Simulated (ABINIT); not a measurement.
## Quasiparticle gap of MoS2 (P6_3/mmc) in ABINIT

How does a plane-wave GW calculation on MoS2 (P6_3/mmc) run from the first input to the gap?

Main program and level: ABINIT 10.8.3; PBE and many-body steps on it, plane waves.

The database entry behind the starting cell differs from later determinations by our own check (about 0.3 % long), so it need not match the best structure at ambient conditions.

## (1) Set-up

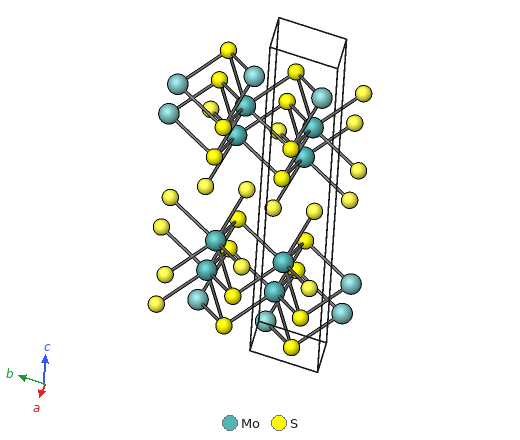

The cell as given, from a free direction (molybdenum teal, sulfur yellow). 2×2×1 cells are drawn. Some periodic images of atoms are drawn too.

The cell and positions come from the Crystallography Open Database and are kept as given unless a step says otherwise.

## (2) Ground state

This step: ABINIT 10.8.3; DFT, PBE with spin-orbit coupling, plane waves, norm-conserving pseudopotentials.

The ground-state density comes first.

File run.abi:

```
acell 3*1.0 Angstrom
rprim 
  3.169000000004 -0.000000000001 0.000000000000
  -1.584500000001 2.744434504597 0.000000000000
  0.000000000000 0.000000000000 12.324000000000
ntypat 2
znucl 42 16
natom 6
typat 1 1 2 2 2 2
xred 
  0.333333333333 0.666666666667 0.250000000000
  0.666666666667 0.333333333333 0.750000000000
  0.333333333333 0.666666666667 0.623000000000
  0.666666666667 0.333333333333 0.123000000000
  0.333333333333 0.666666666667 0.877000000000
  0.666666666667 0.333333333333 0.377000000000
pp_dirpath "pseudos"
pseudos "Mo.upf, S.upf"
ecut 36
nspinor 2
ngkpt 6 6 2
nshiftk 1
shiftk 0 0 0
kptopt 1
chksymbreak 0
nband 66
occopt 1
tolvrs 1e-10
nstep 60
prtwf 0
indata_prefix "in"
outdata_prefix "out"
tmpdata_prefix "tmp"
```

Started as:

```sh
$ OMP_NUM_THREADS=1 mpirun -n 4 abinit run.abi > log
```

Numbers of over 12 decimals in the logs are rounded to 6 here.

The program printed:

```text
.Version 10.8.3 of ABINIT. v10.8.2 released Aug 2026.

 Symmetries : space group P6_3/m m c (#194); Bravais hP (primitive hexag.)
================================================================================
 Values of the parameters that define the memory need of the present run
     intxc =       0    ionmov =       0      iscf =       7    lmnmax =      15
     lnmax =      15     mgfft =     128  mpssoang =       5    mqgrid =    6291
     natom =       6  nloc_mem =       1    nspden =       1   nspinor =       2
    nsppol =       1      nsym =      24    n1xccc =    2501    ntypat =       2
    occopt =       1   xclevel =       2
-    mband =          66        mffmem =           1         mkmem =           4
       mpw =        7490          nfft =      165888          nkpt =          14
================================================================================
  Rough estimation (10% accuracy) of disk space for files :
================================================================================

--------------------------------------------------------------------------------
------------- Echo of variables that govern the present computation ------------
--------------------------------------------------------------------------------
 -outvars: echo values of preprocessed input variables --------
            acell      1.8897261259E+00  1.8897261259E+00  1.8897261259E+00 Bohr

      chksymbreak           0
             ecut      3.60000000E+01 Hartree
-          fftalg         312

              ixc     -101130
              kpt      0.00000000E+00  0.00000000E+00  0.00000000E+00
                       1.66666667E-01  0.00000000E+00  0.00000000E+00
                       3.33333333E-01  0.00000000E+00  0.00000000E+00
                       5.00000000E-01  0.00000000E+00  0.00000000E+00
                       1.66666667E-01  1.66666667E-01  0.00000000E+00
                       3.33333333E-01  1.66666667E-01  0.00000000E+00
                       3.33333333E-01  3.33333333E-01  0.00000000E+00
                       0.00000000E+00  0.00000000E+00  5.00000000E-01
                       1.66666667E-01  0.00000000E+00  5.00000000E-01
                       3.33333333E-01  0.00000000E+00  5.00000000E-01
                       5.00000000E-01  0.00000000E+00  5.00000000E-01
[...]
kptrlatt        6    0    0      0    6    0      0    0    2
          kptrlen      3.59312526E+01
P           mkmem           4
            natom           6
            nband          66
            ngfft          36      36     128
             nkpt          14
          nspinor           2
            nstep          60
             nsym          24
           ntypat           2
              occ      1.000000  1.000000  1.000000  1.000000  1.000000  1.000000
                       1.000000  1.000000  1.000000  1.000000  1.000000  1.000000
                       1.000000  1.000000  1.000000  1.000000  1.000000  1.000000
                       1.000000  1.000000  1.000000  1.000000  1.000000  1.000000
                       1.000000  1.000000  1.000000  1.000000  1.000000  1.000000
                       1.000000  1.000000  1.000000  1.000000  1.000000  1.000000
                       1.000000  1.000000  1.000000  1.000000  1.000000  1.000000
                       1.000000  1.000000  1.000000  1.000000  1.000000  1.000000
                       1.000000  1.000000  1.000000  1.000000  0.000000  0.000000
                       0.000000  0.000000  0.000000  0.000000  0.000000  0.000000
                       0.000000  0.000000  0.000000  0.000000  0.000000  0.000000
            prtwf           0
            rprim      3.1690000000E+00 -1.0000000000E-12  0.0000000000E+00
[...]
spgroup         194

           tolvrs      1.00000000E-10

             xred      3.3333333333E-01  6.6666666667E-01  2.5000000000E-01
[...]
znucl       42.00000   16.00000

================================================================================

 chkinp: Checking input parameters for consistency.

================================================================================
== DATASET  1 ==================================================================
-   mpi_nproc: 4, omp_nthreads: 1 (-1 if OMP is not activated)

--- !DatasetInfo
iteration_state: {dtset: 1, }
dimensions: {natom: 6, nkpt: 14, mband: 66, nsppol: 1, nspinor: 2, nspden: 1, mpw: 7490, }
cutoff_energies: {ecut:  36.0, pawecutdg:  -1.0, }
electrons: {nelect:   5.20000000E+01, charge:   0.00000000E+00, occopt:   1.00000000E+00, tsmear:   1.00000000E-02, }

 Real(R)+Recip(G) space primitive vectors, cartesian coordinates (Bohr,Bohr^-1):
 R(1)=  5.9885421  0.0000000  0.0000000  G(1)=  0.1669856  0.0964092  0.0000000
 R(2)= -2.9942710  5.1862296  0.0000000  G(2)=  0.0000000  0.1928183  0.0000000
 R(3)=  0.0000000  0.0000000 23.2889848  G(3)=  0.0000000  0.0000000  0.0429388
 Unit cell volume ucvol=  7.2330822E+02 bohr^3
 Angles (23,13,12)=  9.00000000E+01  9.00000000E+01  1.20000000E+02 degrees

 getcut: wavevector=  0.0000  0.0000  0.0000  ngfft=  36  36 128
         ecut(hartree)=     36.000   => boxcut(ratio)=   2.03490

--- Pseudopotential description ------------------------------------------------
[...]
ETOT 14  -184.88490762481    -2.842E-14 2.451E-04 8.145E-13

 At SCF step   14       vres2   =  8.15E-13 < tolvrs=  1.00E-10 =>converged.

 Cartesian components of stress tensor (hartree/bohr^3)
  sigma(1 1)= -6.24898068E-05  sigma(3 2)=  0.00000000E+00
  sigma(2 2)= -6.24898068E-05  sigma(3 1)=  0.00000000E+00
  sigma(3 3)= -7.71843058E-05  sigma(2 1)=  0.00000000E+00

--- !ResultsGS
iteration_state: {dtset: 1, }
comment   : Summary of ground state results
lattice_vectors:
- [  5.9885421,  -0.0000000,   0.0000000, ]
- [ -2.9942710,   5.1862296,   0.0000000, ]
- [  0.0000000,   0.0000000,  23.2889848, ]
lattice_lengths: [   5.98854,    5.98854,   23.28898, ]
lattice_angles: [ 90.000,  90.000, 120.000, ] # degrees, (23, 13, 12)
lattice_volume:   7.2330822E+02
convergence: {deltae: -2.842E-14, res2:  8.145E-13, residm:  2.451E-04, diffor: null, }
etotal    :  -1.84884908E+02
entropy   :   0.00000000E+00
fermie    :   3.10209693E-01
cartesian_stress_tensor: # hartree/bohr^3
- [ -6.24898068E-05,   0.00000000E+00,   0.00000000E+00, ]
- [  0.00000000E+00,  -6.24898068E-05,   0.00000000E+00, ]
- [  0.00000000E+00,   0.00000000E+00,  -7.71843058E-05, ]
pressure_GPa:   1.9826E+00
xred      :
- [  3.3333E-01,   6.6667E-01,   2.5000E-01, Mo]
- [  6.6667E-01,   3.3333E-01,   7.5000E-01, Mo]
- [  3.3333E-01,   6.6667E-01,   6.2300E-01,  S]
- [  6.6667E-01,   3.3333E-01,   1.2300E-01,  S]
- [  3.3333E-01,   6.6667E-01,   8.7700E-01,  S]
- [  6.6667E-01,   3.3333E-01,   3.7700E-01,  S]
cartesian_forces: # hartree/bohr
- [ -2.13330175E-42,  -6.76030324E-30,  -0.00000000E+00, ]
- [  2.10765396E-30,   5.81386079E-30,  -0.00000000E+00, ]
- [  6.82607514E-43,   2.16329704E-30,   8.47055010E-04, ]
- [  1.70608088E-43,   5.40824259E-31,   8.47055010E-04, ]
- [ -7.02551321E-31,  -1.48726671E-30,  -8.47055010E-04, ]
- [ -1.40510264E-30,  -2.70412130E-31,  -8.47055010E-04, ]
force_length_stats: {min:   6.18410725E-30, max:   8.47055010E-04, mean:   5.64703340E-04, }

 Integrated electronic density in atomic spheres:
 ------------------------------------------------
 Atom  Sphere_radius  Integrated_density
[...]
================================================================================

 ----iterations are completed or convergence reached----

 Mean square residual over all n,k,spin=   15.756E-07; max=  24.511E-05
 reduced coordinates (array xred) for    6 atoms
[...]
0.666666666667      0.333333333333      0.750000000000
       0.333333333333      0.666666666667      0.623000000000
       0.666666666667      0.333333333333      0.123000000000
       0.333333333333      0.666666666667      0.877000000000
       0.666666666667      0.333333333333      0.377000000000
 rms dE/dt=  9.2994E-03; max dE/dt=  1.9727E-02; dE/dt below (all hartree)
    1       0.000000000000      0.000000000000      0.000000000000
    2      -0.000000000000     -0.000000000000      0.000000000000
    3       0.000000000000     -0.000000000000     -0.019727051226
    4       0.000000000000      0.000000000000     -0.019727051226
    5       0.000000000000      0.000000000000      0.019727051226
    6       0.000000000000      0.000000000000      0.019727051226

 cartesian coordinates (angstrom) at end:
    1      6.7e-13     1.829623     3.081000
[...]
cartesian forces (hartree/bohr) at end:
[...]
frms,max,avg= 3.9930556E-04 8.4705501E-04   0.000E+00  0.000E+00  0.000E+00 h/b

 cartesian forces (eV/Angstrom) at end:
[...]
2      0.000000     0.000000    -0.000000
    3      0.000000     0.000000     0.043557
    4      0.000000     0.000000     0.043557
    5     -0.000000    -0.000000    -0.043557
    6     -0.000000    -0.000000    -0.043557
 frms,max,avg= 2.0533118E-02 4.3557320E-02   0.000E+00  0.000E+00  0.000E+00 e/A
 length scales=  1.889726125908  1.889726125908  1.889726125908 bohr
              =  1.000000000000  1.000000000000  1.000000000000 angstroms
 prteigrs : about to open file out_EIG
 Fermi (or HOMO) energy (hartree) =   0.31021   Average Vxc (hartree)=  -0.40248
 Eigenvalues (hartree) for nkpt=  14  k points:
 kpt#   1, nband= 66, wtk=  0.01389, kpt=  0.0000  0.0000  0.0000 (reduced coord)
  -1.94979   -1.94979   -1.94979   -1.94979   -1.05784   -1.05784   -1.05784   -1.05784
  -0.96872   -0.96872   -0.96872   -0.96872   -0.96276   -0.96276   -0.96276   -0.96276
  -0.23947   -0.23947   -0.22954   -0.22954   -0.19500   -0.19500   -0.17874   -0.17874
   0.05798    0.05798    0.09591    0.09591    0.18184    0.18184    0.18862    0.18862
   0.18908    0.18908    0.19122    0.19122    0.19153    0.19153    0.22846    0.22846
   0.23025    0.23025    0.23161    0.23161    0.23334    0.23334    0.26655    0.26655
   0.26821    0.26821    0.31021    0.31021    0.38567    0.38584    0.38674    0.38678
   0.38843    0.38869    0.38975    0.38984    0.39349    0.39355    0.39383    0.39526
   0.39976    0.39979
 prteigrs : prtvol=0 or 1, do not print more k-points.

--- !EnergyTerms
iteration_state     : {dtset: 1, }
comment             : Components of total free energy in Hartree
kinetic             :  6.00140220732476E+01
hartree             :  5.39738896069757E+01
xc                  : -3.33809913262656E+01
Ewald energy        : -1.19847493795111E+02
psp_core            :  4.89030591340046E+00
local_psp           : -1.73765451141777E+02
non_local_psp       :  2.32308110447244E+01
total_energy        : -1.84884907624806E+02
total_energy_eV     : -5.03097463243110E+03
band_energy         : -1.61960614007490E+01

 Cartesian components of stress tensor (hartree/bohr^3)
  sigma(1 1)= -6.24898068E-05  sigma(3 2)=  0.00000000E+00
  sigma(2 2)= -6.24898068E-05  sigma(3 1)=  0.00000000E+00
  sigma(3 3)= -7.71843058E-05  sigma(2 1)=  0.00000000E+00

-Cartesian components of stress tensor (GPa)         [Pressure=  1.9826E+00 GPa]
- sigma(1 1)= -1.83851359E+00  sigma(3 2)=  0.00000000E+00
- sigma(2 2)= -1.83851359E+00  sigma(3 1)=  0.00000000E+00
- sigma(3 3)= -2.27084068E+00  sigma(2 1)=  0.00000000E+00

== END DATASET(S) ==============================================================
================================================================================

 -outvars: echo values of variables after computation  --------
           etotal     -1.8488490762E+02
            nband          66
             nkpt          14
          spgroup         194
 [... the other variables as echoed above ...]

 Calculation completed.
```

Wall time 6.2 min (4 MPI ranks of Arm Neoverse V1, shared host); peak memory 0.66 GiB; 25 min of CPU time.

Numbers from this step:

- total energy: -5030.9746 eV
- gap: 0.8830 eV
- k of the valence top: 0, 0, 0
- k of the conduction bottom: 0.1667, 0.1667, 0
- least direct gap: 1.622 eV
- pressure: 1.983 GPa

The gap is indirect, with the least direct gap 0.74 eV higher.

The cutoff was set for levels, not for stress, so the pressure can be off by some GPa.

(Continued in part 2 of 3.)

[Paths, hosts, dates, memory and timing lines, banners, echoed tables and standing remarks are left out of the program output.]

[Logs are printed without paths, hosts, clocks, repeated set-up lines and the standing remarks that a program may print on its own settings, such as how far it seeks lower states.]

[Runs of the session that timed out or met a known fault of the program may be left out.]

[Hosts, paths, dates, database ids (printed as entryN), source tags and the programs' standing remarks are cut or masked in the printed files.]

[G0W0 gaps are taken among the corrected bands and points alone; a level outside them can change the order at an edge.]

[Where Ansatz stands beside ABINIT at settings called matched, ABINIT's density can come from a denser mesh and the files from another edition; pairs whose starting gaps differed by over 0.03 eV were left out, so agreement reads better than it is.]
